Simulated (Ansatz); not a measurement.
## BaPbS3 (model cell, started as cubic perovskite with Pb in the octahedra): relaxing the cell for a phonon run

Wanted: the relaxed cell of BaPbS3 (model cell, started as cubic perovskite with Pb in the octahedra).

Program: Ansatz 0.2.0. Level of theory: DFT PBEsol, scalar-relativistic, plane waves, PAW; PAW set soft_1. Results are calculated unless marked as measured.

The structure was built from a prototype and need not be the compound's stable phase.

## Step 1: The starting structure

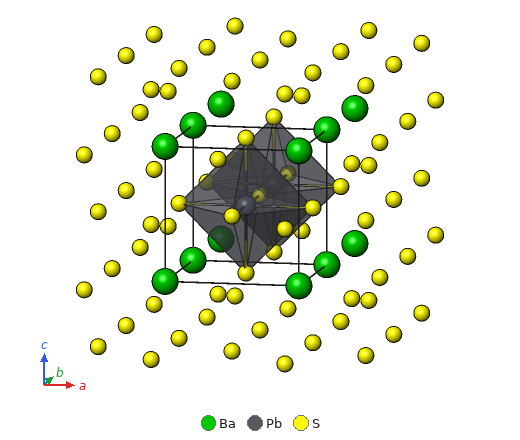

The starting structure, seen slightly off an axis (barium green, lead dark grey, sulfur yellow). 1×2×1 cells are drawn. Some periodic images of atoms are drawn too.

Structure file:

```cif
data_structure
_symmetry_space_group_name_H-M 'P 1'
_symmetry_Int_Tables_number 1
_cell_length_a 5.1254
_cell_length_b 5.1254
_cell_length_c 5.1254
_cell_angle_alpha 90.000
_cell_angle_beta 90.000
_cell_angle_gamma 90.000
_cell_volume 134.64
loop_
_atom_site_label
_atom_site_type_symbol
_atom_site_fract_x
_atom_site_fract_y
_atom_site_fract_z
_atom_site_occupancy
Ba1 Ba 0.00000 0.00000 0.00000 1
Pb2 Pb 0.50000 0.50000 0.50000 1
S3 S 0.50000 0.50000 0.00000 1
S4 S 0.50000 0.00000 0.50000 1
S5 S 0.00000 0.50000 0.50000 1
```

## Step 2: A coarse first look

A quick single point on a coarse mesh tells whether the cell has a gap and how far it is from rest, which sets the k mesh and smearing that follow.

File input.yaml:

```yaml
crystal:
  lattice:
    - [5.1254, 0.0, 0.0]
    - [0.0, 5.1254, 0.0]
    - [0.0, 0.0, 5.1254]
  atoms:
    - { symbol: Ba, position: [0.0, 0.0, 0.0] }
    - { symbol: Pb, position: [0.5, 0.5, 0.5] }
    - { symbol: S, position: [0.5, 0.5, 0.0] }
    - { symbol: S, position: [0.5, 0.0, 0.5] }
    - { symbol: S, position: [0.0, 0.5, 0.5] }
kpoints:
  mp_grid: { grid: [4, 4, 4] }
hamiltonian:
  xc: pbesol
  pseudopotentials: { kind: paw, azcp: { folder: soft_1 }, xc_functional: pbe }
scf:
  occupations: { method: gaussian, width: 0.1 }
output:
  forces: true
  stress: true
  eigenvalues: true
```

Command:

```bash
$ ansatz run input.yaml --threads 4 --pin off --max-ram 16384MiB --backend cpu --events-out ev --progress --plain --runs-dir out
```

Numbers of over 12 decimals in the logs are rounded to 6 here.

Output:

```text
Engine: ansatz 0.2.0, aarch64-unknown-linux-gnu
Pseudopotentials: kind: paw
Pseudopotential: Ba, paw, valence charge 10, recommended cutoff 420 eV (normal), soft_1/Ba.paw.azcp
Pseudopotential: Pb, paw, valence charge 14, recommended cutoff 420 eV (normal), soft_1/Pb.paw.azcp
Pseudopotential: S, paw, valence charge 6, recommended cutoff 420 eV (normal), soft_1/S.paw.azcp
Functional definition: PBEsol
[...]
k-point 0: bands = [... 17 lower, 5.9224, 5.9224, 6.2545, 6.2545, 6.2545, 9.8831, 9.8831, 10.3499, ... 1 higher]
  k-point 1: bands = [... 17 lower, 5.7372, 5.7372, 6.0767, 6.0767, 6.3778, 10.4400, 10.7185, 10.8482, ... 1 higher]
  k-point 2: bands = [... 17 lower, 5.5969, 5.5969, 5.8848, 5.8848, 8.2223, 10.6657, 11.0743, 11.6794, ... 1 higher]
  k-point 9: bands = [... 17 lower, 6.5263, 7.0288, 7.0288, 7.0288, 9.8007, 9.8007, 9.8007, 11.0091, ... 1 higher]
[key lines of the parts left out:]
SCF converged after 9 iterations
Free energy (F): -20278.331533 eV
Fermi energy:    6.662216 eV
P = ⅓ Tr σ = 0.9568 GPa (9.568 kbar)
```

Elapsed: 0.94 s, on 4 threads of Arm Neoverse V2, shared host; peak memory 0.41 GiB; 3.1 s of CPU time.

Numbers from this step:

```
pressure          : 0.9568 GPa
volume per atom   : 26.93 Å³
gap on the k-mesh : 0 eV
```

The coarse mesh shows no gap and a pressure of 1.0 GPa.

## Step 3: Relaxation

Harmonic phonons are second derivatives at a point where the forces vanish, and they are wanted at zero stress, so atoms and cell are relaxed first.

input.yaml: that of step 2 with these lines changed.

```diff
@@ -12,3 +12,3 @@
 kpoints:
-  mp_grid: { grid: [4, 4, 4] }
+  mp_grid: { grid: [8, 8, 8] }
 hamiltonian:
@@ -22 +22,6 @@
   eigenvalues: true
+relax:
+  adjacent_minimum: "off"
+  f_tol: 0.005
+  max_steps: 80
+  cell: { stress_tol: 0.05 }
```

Output:

```text
[...]
Crystal: 5 atoms, lattice volume = 134.643 Å³
Basis set: ecut = 420 eV, 2601 PW (Γ), exchange–correlation on 72×72×72 points (8 copies of the dense FFT grid, shifted against one another)
Bands: 26, of which v1, the nominal top of the filled ones, is band 21 counted from 1 (20 counted from 0)
Symmetry: 48 space group operations
[...]
k-points: 35 of 512
[...]
SCF iter   1: F=—  HF=-20280.364194 eV  |F-HF|=—  |Δ(HF+E_count)|=         —  Δρ=3.38e-2  dr2=5.02e0  ethr=3.10e-3  ⟨swp⟩=12.3  Hψ=6326  notcnv=0
[...]
SCF iter   9: F=-20278.386028 eV  HF=-20278.386028 eV  |F-HF|=5.81e-9  |Δ(HF+E_count)|=   1.57e-7  Δρ=2.87e-6  dr2=1.54e-8  ethr=2.38e-10  ⟨swp⟩=15.4  Hψ=6361  notcnv=0
SCF 1 converged in 9 iterations: F = -20278.386028 eV  dr2 = 1.54e-8
[...]
relax step   1: F+E_penalty+E_count = -20278.38602788 eV  Δ(F+E_penalty+E_count) = +0.000e0 eV  max|allowed force component| = 2.840e-28 eV/Å  Δτ_max = 0.0000 Å  P = +1.002 GPa  Ω = 134.643 Å³  (9 SCF iters, dr2 threshold 1.00e-7 eV, accepted)
Crystal: 5 atoms, lattice volume = 137.522 Å³
Basis set: ecut = 420 eV, 2721 PW (Γ), exchange–correlation on 72×72×72 points (8 copies of the dense FFT grid, shifted against one another)
[...]
iter 1 solved again at ethr=6.47e-6 eV; its pass at ethr=3.10e-3 eV (dr2=2.72e-3 eV) is discarded
[...]
SCF iter   5: F=-20278.393126 eV  HF=-20278.393126 eV  |F-HF|=6.91e-8  |Δ(HF+E_count)|=   1.28e-6  Δρ=1.34e-5  dr2=3.58e-7  ethr=1.19e-9  ⟨swp⟩=7.7  Hψ=5659  notcnv=0
SCF 2 converged in 5 iterations: F = -20278.393126 eV  dr2 = 3.58e-7
relax step   2: F+E_penalty+E_count = -20278.39312648 eV  Δ(F+E_penalty+E_count) = -7.099e-3 eV  max|allowed force component| = 4.155e-29 eV/Å  Δτ_max = 0.0000 Å  P = -0.149 GPa  Ω = 137.522 Å³  energy of the carried Pulay correction = -3.684e-4 eV  (5 SCF iters, dr2 threshold 5.00e-7 eV, accepted)
Crystal: 5 atoms, lattice volume = 137.143 Å³
[...]
SCF iter   5: F=-20278.393357 eV  HF=-20278.393357 eV  |F-HF|=1.24e-9  |Δ(HF+E_count)|=   3.29e-8  Δρ=2.41e-6  dr2=1.21e-8  ethr=1.32e-10  ⟨swp⟩=7.3  Hψ=4471  notcnv=0
SCF 3 converged in 5 iterations: F = -20278.393357 eV  dr2 = 1.21e-8
relax step   3: F+E_penalty+E_count = -20278.39335698 eV  Δ(F+E_penalty+E_count) = -2.305e-4 eV  max|allowed force component| = 1.350e-29 eV/Å  Δτ_max = 0.0000 Å  P = -0.005 GPa  Ω = 137.143 Å³  energy of the carried Pulay correction = -3.203e-4 eV  (5 SCF iters, dr2 threshold 5.54e-8 eV, accepted)
[...]
SCF iter   1: F=—  HF=-20278.393601 eV  |F-HF|=—  |Δ(HF+E_count)|=         —  Δρ=2.22e-5  dr2=8.84e-8  ethr=3.13e-7  ⟨swp⟩=4.2  Hψ=8288  notcnv=0
eigensolver tolerance schedule: the retry pair's looser diagonalisation over-reported the residual by 1484.43 of it (diagonalisation noise at 0.18 of the residual, at the tolerance the schedule requests for it); recorded, not acted on — ethr = c·dr2/N_el stays at c = 1.0e-1
[...]
SCF iter   2: F=—  HF=-20278.393666 eV  |F-HF|=—  |Δ(HF+E_count)|=   6.51e-5  Δρ=1.14e-5  dr2=2.63e-8  ethr=2.11e-10  ⟨swp⟩=3.1  Hψ=1976  notcnv=0
[...]
SCF iter   6: F=-20278.393667 eV  HF=-20278.393667 eV  |F-HF|=7.28e-12  |Δ(HF+E_count)|=  2.91e-11  Δρ=4.80e-8  dr2=8.82e-12  ethr=1.00e-12  ⟨swp⟩=7.3  Hψ=4581  notcnv=0
SCF 4 converged in 6 iterations: F = -20278.393667 eV  dr2 = 8.82e-12
relax step   4: F+E_penalty+E_count = -20278.39366682 eV  Δ(F+E_penalty+E_count) = -3.098e-4 eV  max|allowed force component| = 1.956e-29 eV/Å  Δτ_max = 0.0000 Å  P = -0.004 GPa  Ω = 137.143 Å³  stress off target by 4.46e-3 GPa  SCF on the basis re-selected at this cell (its energy is not comparable with the rows above)  (6 SCF iters)
basis re-selected at this cell: Δ(F+E_penalty+E_count) = -3.098e-4 eV, ΔP = +0.000 GPa vs the last step (what re-selecting the basis moved, of the pressure what is left beyond the Pulay correction that the steps carried, after the strain that the cell walked since its last selection, with what the two solves' SCF thresholds leave and, on support functions, any second-order correction that the steps lacked; it is no m [...]
SCF converged after 6 iterations
Free energy (F): -20278.393667 eV
[...]
Internal energy: -20278.374491 eV  (E = F + TS)
E sigma→0 (E₀):  -20278.384079 eV
Entropy (-TS):   -0.019176 eV (-3.835 meV/atom)
Fermi energy:    6.567629 eV
[...]
--- Stress (GPa, compression-positive) ---
       -0.004455      -0.000000      -0.000000
       -0.000000      -0.004455      -0.000000
       -0.000000      -0.000000      -0.004455
  P = ⅓ Tr σ = -0.0045 GPa (-0.045 kbar)
--- Band table (eV; the first three rows and the last of 35) ---
  k-point 0: bands = [... 17 lower, 5.7285, 5.7285, 6.0437, 6.0437, 6.0437, 9.6705, 9.6705, 10.0570, ... 1 higher]
  k-point 1: bands = [... 17 lower, 5.6713, 5.6713, 5.9876, 5.9939, 5.9939, 9.8142, 9.9046, 10.3421, ... 1 higher]
  k-point 2: bands = [... 17 lower, 5.5470, 5.5470, 5.8728, 5.8728, 6.1592, 10.2136, 10.4802, 10.6266, ... 1 higher]
  k-point 34: bands = [... 17 lower, 6.2913, 6.8005, 6.8005, 6.8005, 9.5624, 9.5624, 9.5624, 10.7175, ... 1 higher]
--- Relaxed structure (3 steps of the walk, 3 accepted, 1 SCFs on fresh bases) ---
  F+E_penalty+E_count = -20278.39366682 eV   max|allowed force component| = 1.956e-29 eV/Å   (the final SCF, on the basis selected at the relaxed cell)
  cell:  # Å, volume = 137.1425 Å³
    - [5.156924, 0, 0]
    - [0, 5.156924, 0]
    - [0, 0, 5.156924]
  atoms:
    - { symbol: Ba, position: [0, 0, 0] }
    - { symbol: Pb, position: [0.5, 0.5, 0.5] }
    - { symbol: S, position: [0.5, 0.5, 0] }
    - { symbol: S, position: [0.5, 0, 0.5] }
    - { symbol: S, position: [0, 0.5, 0.5] }
```

It took 8.6 s on 4 threads; peak memory 0.5 GiB; 33 s of CPU time.

The steps of the relaxation:

```tsv
step	energy less that of the first step (eV)	largest force component (eV/Å)	pressure (GPa)	volume (Å³)
1	0.0000	0.0000	1.00	134.64
2	-0.0071	0.0000	-0.15	137.52
3	-0.0073	0.0000	0.00	137.14
4*	-0.0076	0.0000	0.00	137.14
```

Relaxation steps marked * repeat the geometry before them on a plane-wave basis chosen anew for their cell, so energy and pressure can jump there.

The run keeps the 48 symmetry operations that it works with, so distortions that break them were not tested.

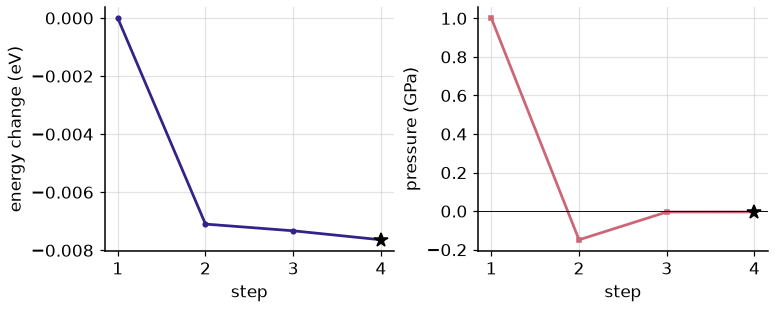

Energy and pressure along the relaxation. Stars mark steps on a basis chosen anew.

```tsv
conventional cell, symmetrised	before	after	change
a (Å)	5.125	5.157	+0.6 %
b (Å)	5.125	5.157	+0.6 %
c (Å)	5.125	5.157	+0.6 %
volume (Å³/atom)	26.93	27.43	+1.9 %
```

Final coordinates:

```xyz
5
Lattice="5.1569 0.0000 0.0000 0.0000 5.1569 0.0000 0.0000 0.0000 5.1569" Properties=species:S:1:pos:R:3 pbc="T T T"
Ba    0.0000    0.0000    0.0000
Pb    2.5785    2.5785    2.5785
S     2.5785    2.5785    0.0000
S     2.5785    0.0000    2.5785
S     0.0000    2.5785    2.5785
```

This step gave:

| Quantity | Value |
| --- | --- |
| pressure | -0.004455 GPa |
| volume per atom | 27.43 Å³ |

In this step the volume went from 26.93 to 27.43 Å³/atom.

## Step 4: Tight relaxation

Phonons need a cell at rest on their own settings, so the relaxation is repeated with tight tolerances on forces and stress, using the mesh and the filling of the phonon run that follows.

input.yaml: that of step 3 with these lines changed.

```diff
@@ -2,5 +2,5 @@
   lattice:
-    - [5.1254, 0.0, 0.0]
-    - [0.0, 5.1254, 0.0]
-    - [0.0, 0.0, 5.1254]
+    - [5.1569236149, 0.0, 0.0]
+    - [0.0, 5.1569236149, 0.0]
+    - [0.0, 0.0, 5.1569236149]
   atoms:
@@ -17,3 +17,3 @@
 scf:
-  occupations: { method: gaussian, width: 0.1 }
+  occupations: { method: methfessel_paxton, width: 0.2 }
 output:
@@ -22,6 +22,10 @@
   eigenvalues: true
+  write_density: true
+  write_potential: true
+  elf: true
+  volumetric_format: npy
 relax:
   adjacent_minimum: "off"
-  f_tol: 0.005
-  max_steps: 80
-  cell: { stress_tol: 0.05 }
+  f_tol: 0.001
+  max_steps: 60
+  cell: { stress_tol: 0.01 }
```

Output:

```text
[...]
Crystal: 5 atoms, lattice volume = 137.143 Å³
Basis set: ecut = 420 eV, 2721 PW (Γ), exchange–correlation on 72×72×72 points (8 copies of the dense FFT grid, shifted against one another)
Bands: 26, of which v1, the nominal top of the filled ones, is band 21 counted from 1 (20 counted from 0)
[... 1 set-up line as in the run before ...]
[...]
k-points: 35 of 512
[...]
--- Relaxed structure (2 steps of the walk, 2 accepted, 1 SCFs on fresh bases) ---
[...]
cell:  # Å, volume = 137.0676 Å³
    - [5.155984, 0, 0.0]
    - [0, 5.155984, 0.0]
    - [0.0, 0.0, 5.155984]
  atoms:
    - { symbol: Ba, position: [0, 0, 0] }
    - { symbol: Pb, position: [0.5, 0.5, 0.5] }
    - { symbol: S, position: [0.5, 0.5, 0] }
    - { symbol: S, position: [0.5, 0, 0.5] }
    - { symbol: S, position: [0, 0.5, 0.5] }
[key lines of the parts left out:]
SCF converged after 7 iterations
Free energy (F): -20278.388425 eV
Fermi energy:    6.564650 eV
P = ⅓ Tr σ = 0.0040 GPa (0.040 kbar)
```

Wall time 7 s (4 threads); peak memory 0.5 GiB; 26 s of CPU time.

Little changed from the start: no atom moved by 0.005 Å and no cell edge by 0.1 %.

This step gave:

| Quantity | Value |
| --- | --- |
| pressure | 0.004035 GPa |
| volume per atom | 27.41 Å³ |

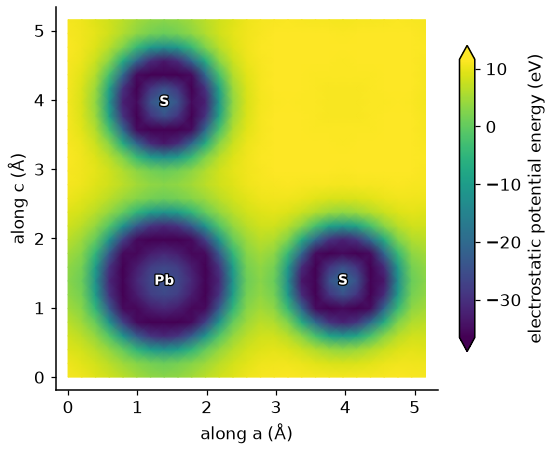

Electrostatic potential energy in the ac plane at fractional y = 0.500, with atoms of Pb and S within 0.2 Å of it. With pseudopotentials it is smooth inside the atoms' cores, unlike the true potential. The map starts off the cell's origin, so that atoms lie inside it.

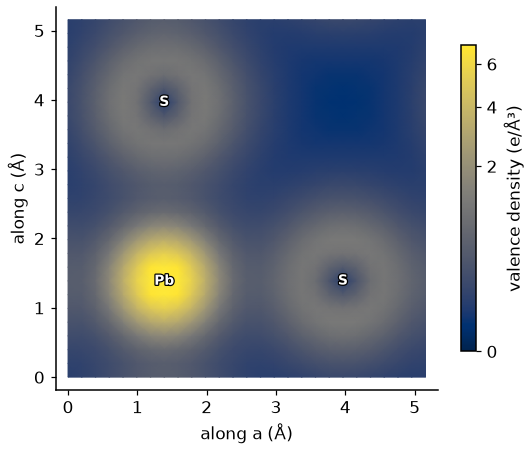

Valence density in the ac plane at fractional y = 0.500, with atoms of Pb and S within 0.2 Å of it. It is the smooth field of the valence electrons, not physical close to the nuclei. The map starts off the cell's origin, so that atoms lie inside it. The colour scale is stretched toward low values.

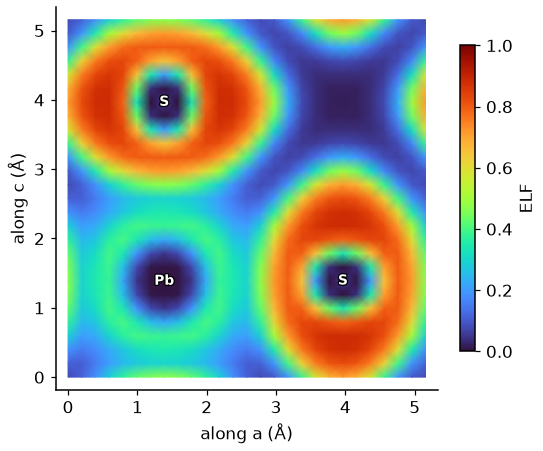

ELF in the ac plane at fractional y = 0.500, with atoms of Pb and S within 0.2 Å of it. It is the smooth field of the valence electrons, not physical close to the nuclei. The map starts off the cell's origin, so that atoms lie inside it.

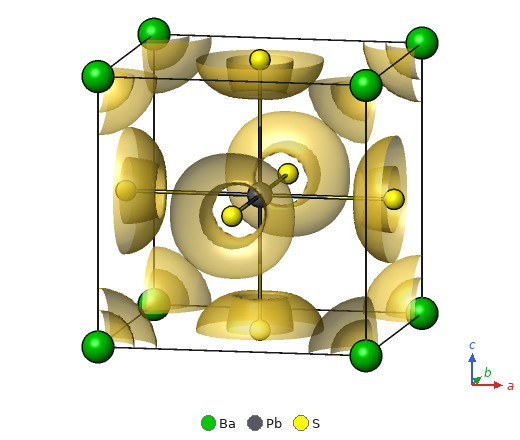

Surface of ELF = 0.82.

The forces vanish by symmetry and the pressure is 0.004 GPa, within the tolerances set. The cell now holds 27.41 Å³/atom.

## Step 5: Results

```
space group after relaxation (within 0.01 Å) : Pm-3m
lattice constant a                           : 5.156 Å
lattice constant b                           : 5.156 Å
lattice constant c                           : 5.156 Å
volume per atom                              : 27.4 Å³
```

The forces vanish by symmetry and the pressure is 0.004 GPa, within the tolerances set. The cell now holds 27.41 Å³/atom. The relaxation keeps the symmetry of its start, so it says nothing on stability against lower symmetry. Spin-orbit coupling is left out, which can matter for the heavy elements here. The PAW files were made for PBE and serve the other functionals too. The starting cell was built on a prototype and not taken from a measurement, so the phase need not exist.

[Logs are printed without paths, hosts, clocks, repeated set-up lines and the standing remarks that a program may print on its own settings, such as how far it seeks lower states.]

[Hosts, paths, dates, database ids (printed as entryN), source tags and the programs' standing remarks are cut or masked in the printed files.]
